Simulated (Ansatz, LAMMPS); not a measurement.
# Elastic response of glassy 47SiO2-23SrO-30Li2O (mol %) (119 atoms)

Aim: relax glassy 47SiO2-23SrO-30Li2O (mol %) (119 atoms), then change its volume and shape to read moduli from the stress.

Program: Ansatz 0.2.0. Level of theory: Kohn-Sham DFT, revPBE, PAW (set soft_2), plane waves. Results are calculated unless marked as measured.

**1. Starting point**

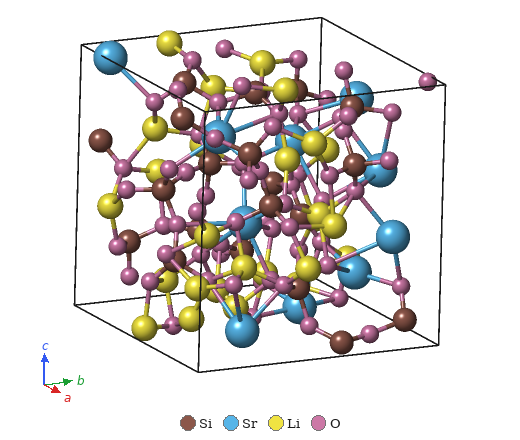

Start, viewed slightly off an axis; silicon brown, strontium blue, lithium yellow, oxygen pink. Bonds to atoms that aren't drawn are left out. Some periodic images of atoms are drawn too.

The cell holds 119 atoms: 20 Si, 10 Sr, 26 Li and 63 O. Its edges and angles: a = 11.438 Å, b = 11.438 Å, c = 11.438 Å, α = 90.0°, β = 90.0°, γ = 90.0°. 119 atoms (20 Si, 10 Sr, 26 Li, 63 O) placed at random at 2.99 g/cm³, melted at 4000 K for 10 ps at fixed volume with the Morse and Coulomb pair potential with partial charges (Pedone, Malavasi, Menziani, Cormack and Segre, J. Phys. Chem. B 110, 11780 (2006)). Quenched from 4000 K to 300 K at 25 K/ps and fixed volume, held 10 ps at zero pressure.

What the set-up can't give: The quench rate of 25 K/ps far exceeds what a furnace or splat quench reaches, so expect more defects and frozen-in strain than in a real sample. The network of bonds at the start is that of the classical potential that made the cell, and needn't be the one that DFT or experiment would give. The Brillouin zone is sampled at Γ only.

**2. Single point at the start**

A single point comes first, to see the forces before anything moves.

Contents of input.yaml:

```yaml
crystal:
  lattice:
    - [11.43824, 0.0, 0.0]
    - [0.0, 11.43824, 0.0]
    - [0.0, 0.0, 11.43824]
  atoms:
    - { symbol: Si, position: [0.65973, 0.79138, 0.84851] }
    - { symbol: Si, position: [0.80255, 0.38797, 0.54823] }
    - { symbol: Si, position: [0.882, 0.25342, 0.78173] }
    - { symbol: Si, position: [0.14932, 0.73572, 0.42947] }
    - { symbol: Si, position: [0.42681, 0.13492, 0.54011] }
    - { symbol: Si, position: [0.90582, 0.90526, 0.08322] }
    - { symbol: Si, position: [0.57375, 0.11251, 0.30804] }
    - { symbol: Si, position: [0.44559, 0.49845, 0.87867] }
    - { symbol: Si, position: [0.06397, 0.18593, 0.24157] }
    - { symbol: Si, position: [0.33853, 0.257, 0.91363] }
    - { symbol: Si, position: [0.23627, 0.38809, 0.30895] }
    - { symbol: Si, position: [0.76006, 0.53229, 0.20613] }
    - { symbol: Si, position: [0.92715, 0.6335, 0.03003] }
    - { symbol: Si, position: [0.09017, 0.85319, 0.75807] }
    - { symbol: Si, position: [0.41612, 0.72113, 0.37713] }
    - { symbol: Si, position: [0.0132, 0.08388, 0.6263] }
    - { symbol: Si, position: [0.30767, 0.38943, 0.58272] }
    - { symbol: Si, position: [0.14252, 0.61811, 0.18046] }
    - { symbol: Si, position: [0.75441, 0.03522, 0.9067] }
    - { symbol: Si, position: [0.86906, 0.69892, 0.68937] }
    - { symbol: Sr, position: [0.36036, 0.9661, 0.78745] }
    - { symbol: Sr, position: [0.86413, 0.86862, 0.39455] }
    - { symbol: Sr, position: [0.60161, 0.26832, 0.77309] }
    - { symbol: Sr, position: [0.54631, 0.41554, 0.41398] }
    - { symbol: Sr, position: [0.3935, 0.68398, 0.65873] }
    - { symbol: Sr, position: [0.62843, 0.83626, 0.20096] }
    - { symbol: Sr, position: [0.82208, 0.27222, 0.08507] }
    - { symbol: Sr, position: [0.65101, 0.9201, 0.58999] }
    - { symbol: Sr, position: [0.4097, 0.72494, 0.02306] }
    - { symbol: Sr, position: [0.13809, 0.05062, 0.97956] }
    - { symbol: Li, position: [0.68489, 0.49818, 0.94884] }
    - { symbol: Li, position: [0.22864, 0.91514, 0.55963] }
    - { symbol: Li, position: [0.17027, 0.66892, 0.90348] }
    - { symbol: Li, position: [0.79958, 0.09172, 0.26153] }
    - { symbol: Li, position: [0.19916, 0.45154, 0.83843] }
    - { symbol: Li, position: [0.19149, 0.03803, 0.42604] }
    - { symbol: Li, position: [0.69755, 0.64867, 0.4584] }
    - { symbol: Li, position: [0.55894, 0.38027, 0.09639] }
    - { symbol: Li, position: [0.61653, 0.54946, 0.66034] }
    - { symbol: Li, position: [0.13242, 0.92162, 0.27015] }
    - { symbol: Li, position: [0.17094, 0.22762, 0.69821] }
    - { symbol: Li, position: [0.80102, 0.28401, 0.32138] }
    - { symbol: Li, position: [0.07319, 0.29757, 0.50026] }
    - { symbol: Li, position: [0.48486, 0.0404, 0.03295] }
    - { symbol: Li, position: [0.18634, 0.83036, 0.04053] }
    - { symbol: Li, position: [0.8089, 0.12131, 0.46268] }
    - { symbol: Li, position: [0.3667, 0.18534, 0.17251] }
    - { symbol: Li, position: [0.98961, 0.45301, 0.34793] }
    - { symbol: Li, position: [0.91379, 0.59589, 0.47798] }
    - { symbol: Li, position: [0.36047, 0.94483, 0.17348] }
    - { symbol: Li, position: [0.07363, 0.32879, 0.98979] }
    - { symbol: Li, position: [0.47597, 0.5425, 0.18778] }
    - { symbol: Li, position: [0.05968, 0.4847, 0.58112] }
    - { symbol: Li, position: [0.57715, 0.18679, 0.07667] }
    - { symbol: Li, position: [0.9595, 0.47972, 0.81759] }
    - { symbol: Li, position: [0.30622, 0.4311, 0.09349] }
    - { symbol: O, position: [0.10294, 0.13441, 0.53809] }
    - { symbol: O, position: [0.74321, 0.27484, 0.48212] }
    - { symbol: O, position: [0.41208, 0.19852, 0.00736] }
    - { symbol: O, position: [0.09851, 0.86822, 0.43974] }
    - { symbol: O, position: [0.19627, 0.49889, 0.23347] }
    - { symbol: O, position: [0.41263, 0.8062, 0.26652] }
    - { symbol: O, position: [0.80189, 0.73944, 0.5688] }
    - { symbol: O, position: [0.11562, 0.84594, 0.88573] }
    - { symbol: O, position: [0.7115, 0.49118, 0.52116] }
    - { symbol: O, position: [0.56351, 0.53765, 0.82496] }
    - { symbol: O, position: [0.80249, 0.33853, 0.68791] }
    - { symbol: O, position: [0.08145, 0.98896, 0.70855] }
    - { symbol: O, position: [0.20765, 0.8038, 0.70309] }
    - { symbol: O, position: [0.6717, 0.02491, 0.36685] }
    - { symbol: O, position: [0.86626, 0.99603, 0.97686] }
    - { symbol: O, position: [0.6485, 0.21386, 0.23861] }
    - { symbol: O, position: [0.63107, 0.48607, 0.20888] }
    - { symbol: O, position: [0.37169, 0.25516, 0.57914] }
    - { symbol: O, position: [0.81613, 0.93294, 0.1859] }
    - { symbol: O, position: [0.65048, 0.06727, 0.98653] }
    - { symbol: O, position: [0.12088, 0.30064, 0.30527] }
    - { symbol: O, position: [0.53882, 0.80917, 0.77516] }
    [... 35 atom lines left out ...]
    - { symbol: O, position: [0.29259, 0.73684, 0.45906] }
    - { symbol: O, position: [0.14778, 0.70939, 0.29071] }
    - { symbol: O, position: [0.88955, 0.76942, 0.03876] }
    - { symbol: O, position: [0.72307, 0.92595, 0.82958] }
    - { symbol: O, position: [0.49914, 0.05152, 0.21412] }
    - { symbol: O, position: [0.98398, 0.19816, 0.71317] }
kpoints:
  mp_grid: { grid: [1, 1, 1] }
hamiltonian:
  xc: revpbe
scf:
  occupations: { method: fixed }
output:
  forces: true
```

Command:

```console
$ ansatz run input.yaml --threads 4 --pin off --max-ram 8192MiB --backend cpu --events-out ev --progress --plain --runs-dir out
```

Numbers of over 12 decimals in the logs are rounded to 6 here.

Log:

```text
Engine: ansatz 0.2.0, aarch64-unknown-linux-gnu
Pseudopotentials: kind: paw
Pseudopotential: Si, paw, valence charge 4, recommended cutoff 420 eV (normal), Si.paw.azcp
Pseudopotential: Sr, paw, valence charge 10, recommended cutoff 420 eV (normal), Sr.paw.azcp
Pseudopotential: Li, paw, valence charge 3, recommended cutoff 420 eV (normal), Li.paw.azcp
Pseudopotential: O, paw, valence charge 6, recommended cutoff 420 eV (normal), O.paw.azcp
[... 5 lines on functional and potentials left out ...]
Crystal: 119 atoms, lattice volume = 1496.503 Å³
Basis set: ecut = 420 eV, 29279 PW (Γ), exchange–correlation on 160×160×160 points (8 copies of the dense FFT grid, shifted against one another)
Bands: 437, of which v1, the nominal top of the filled ones, is band 318 counted from 1 (317 counted from 0)
Symmetry: 1 space group operations
Space group: P1 (ITA 1), of the structure as read, at distance tolerance 1.1e-4 Å
k-points: 1
[... 12 lines on functional and potentials left out ...]
Initial density: superposition of atomic densities (neutral atoms: chi_scale 0, normalization atom), corrected by the library's trained network
Initial wavefunctions: pseudopotential atomic-orbital guess
Functional: x = revpbe(κ = 1.245, μ = 0.219515), c = pbe(β = 0.066725)
SCF iter   1: F=—  HF=-89552.035794 eV  |F-HF|=—  |Δ(HF+E_count)|=         —  Δρ=4.08e-3  dr2=3.17e-1  ethr=1.77e-3  ⟨swp⟩=6.0  Hψ=1494  notcnv=0  defer=116
preconditioner: auto → Resta (q_TF=auto, 2.366 Å⁻¹)  ε∞=3.1  [insulator: Δε(μ)=3.290 eV  Ē_g=15.751 eV  n_scr=340 (ndim 8)  ℏωp=22.8 eV  f_vac=0.064  ε∞_Penn≈3.1]
SCF iter   2: F=—  HF=-89552.008401 eV  |F-HF|=—  |Δ(HF+E_count)|=   2.74e-2  Δρ=2.23e-3  dr2=5.03e-2  ethr=4.99e-5  ⟨swp⟩=4.0  Hψ=642  notcnv=0  defer=117
SCF iter   3: F=—  HF=-89552.010589 eV  |F-HF|=—  |Δ(HF+E_count)|=   2.19e-3  Δρ=9.75e-4  dr2=1.81e-2  ethr=7.90e-6  ⟨swp⟩=3.0  Hψ=533  notcnv=0  defer=96
automatic band count: iteration 3 solves 416 bands in place of 437: the levels show a gap, and the empty bands left out lie too high to hold charge; the band table lists the bands solved (type scf.n_extra_bands for more)
SCF iter   4: F=—  HF=-89552.013708 eV  |F-HF|=—  |Δ(HF+E_count)|=   3.12e-3  Δρ=3.93e-4  dr2=2.35e-3  ethr=2.84e-6  ⟨swp⟩=3.0  Hψ=549  notcnv=0  defer=96
SCF iter   5: F=—  HF=-89552.014111 eV  |F-HF|=—  |Δ(HF+E_count)|=   4.02e-4  Δρ=1.47e-4  dr2=3.06e-4  ethr=3.70e-7  ⟨swp⟩=3.0  Hψ=649  notcnv=0  defer=96
SCF iter   6: F=—  HF=-89552.014520 eV  |F-HF|=—  |Δ(HF+E_count)|=   4.10e-4  Δρ=6.69e-5  dr2=5.97e-5  ethr=4.81e-8  ⟨swp⟩=2.0  Hψ=605  notcnv=0  defer=96
SCF iter   7: F=—  HF=-89552.013988 eV  |F-HF|=—  |Δ(HF+E_count)|=   5.32e-4  Δρ=2.62e-5  dr2=9.47e-6  ethr=9.39e-9  ⟨swp⟩=2.0  Hψ=639  notcnv=0  defer=96
SCF iter   8: F=—  HF=-89552.014000 eV  |F-HF|=—  |Δ(HF+E_count)|=   1.19e-5  Δρ=9.66e-6  dr2=1.38e-6  ethr=1.49e-9  ⟨swp⟩=2.0  Hψ=564  notcnv=0  defer=96
SCF iter   9: F=—  HF=-89552.014003 eV  |F-HF|=—  |Δ(HF+E_count)|=   2.94e-6  Δρ=6.97e-6  dr2=6.65e-7  ethr=2.17e-10  ⟨swp⟩=2.0  Hψ=628  notcnv=0  defer=96
SCF iter  10: F=-89552.014003 eV  HF=-89552.014003 eV  |F-HF|=5.43e-8  |Δ(HF+E_count)|=   2.56e-7  Δρ=1.64e-6  dr2=4.16e-8  ethr=1.57e-11  ⟨swp⟩=3.0  Hψ=1339  notcnv=0
SCF 1 converged in 10 iterations: F = -89552.014003 eV  dr2 = 4.16e-8
  greatest PAW one-centre occupation: 1.000 electrons in one spin orbital (limit 2), on the Li atom at site 49 (counted from 0), in its partial waves of l = 0
SCF converged after 10 iterations
Free energy (F): -89552.014003 eV
Harris-Foulkes:  -89552.014003 eV  (|F-HF|=5.43e-8)
Internal energy: -89552.014003 eV  (E = F + TS)
E sigma→0 (E₀):  -89552.014003 eV
Fermi energy:    5.343739 eV
--- Per-component energies (eV) ---
  E_band       = -4337.469752
  E_kinetic    = 15204.117644
  E_local      = -37755.823984  (includes V_loc(G=0)·N_el)
  E_nonlocal   = 4625.149263
  E_hartree    = 12810.076362
  E_xc         = -7886.657331
  E_vxc        = -8979.852722  (∫ρ·V_xc dr)
  E_paw        = -47910.606041  (= ΣΔE_a)
  E_vpaw       = -3051.366530  (= ΣTr[D̂ρ^β])
  E_aug_tail   = 0.158411  (compensation charges beyond the density's cutoff)
  E_ewald      = -28636.594324
  E_core_change = -1.834003  (= ΣΔE_core)
  E_smearing   = -0.000000  (= −TS)
  E_closure    = -0.000000  (closes the sum)
  Σ components = -89552.014003   (vs F -89552.014003, Δ=0.00e0)
--- Forces (eV/Å), atoms counted from 1 ---
  atom   1  Si     0.03759936     1.37910059     0.51553803
  atom   2  Si    -0.66673865    -2.86917818    -0.32604387
  atom   3  Si    -3.11987460     1.27286213     0.13840460
  atom   4  Si     1.45002598     0.99381105    -0.88150498
  atom   5  Si     1.69345482    -1.83089095     1.75041569
  atom   6  Si     1.03234365    -1.56623004    -0.37360304
  atom   7  Si     1.96292446     1.36100080     2.66540264
  atom   8  Si    -2.16957770    -1.09845315     0.63678725
  atom   9  Si     0.48026039    -0.77009207    -1.69005917
  atom  10  Si    -0.37739490     2.11262729    -1.43950026
  atom  11  Si    -0.72718095    -1.31377105     0.69646655
  atom  12  Si     1.01286521     0.80890642     0.20359456
  atom  13  Si    -2.03120765     0.60903776     1.65590505
  atom  14  Si    -1.36234602    -0.07356923    -4.03727692
[...]
atom 118  O     -3.00881800    -1.77980951    -3.36155275
  atom 119  O      3.38616777    -0.98665839    -1.24166979
  max |Σ_I F_I| component: 1.07e-4 eV/Å
```

The job ended after 16 s (4 threads of Arm Neoverse V2, shared host; peak memory 1.9 GiB).

The r.m.s. force at the start is 1.4 eV/Å.

[end of part 1 of 4]

[Logs are printed without paths, hosts, clocks, repeated set-up lines and the standing remarks that a program may print on its own settings, such as how far it seeks lower states.]

[Hosts, paths, dates, database ids (printed as entryN), source tags and the programs' standing remarks are cut or masked in the printed files.]
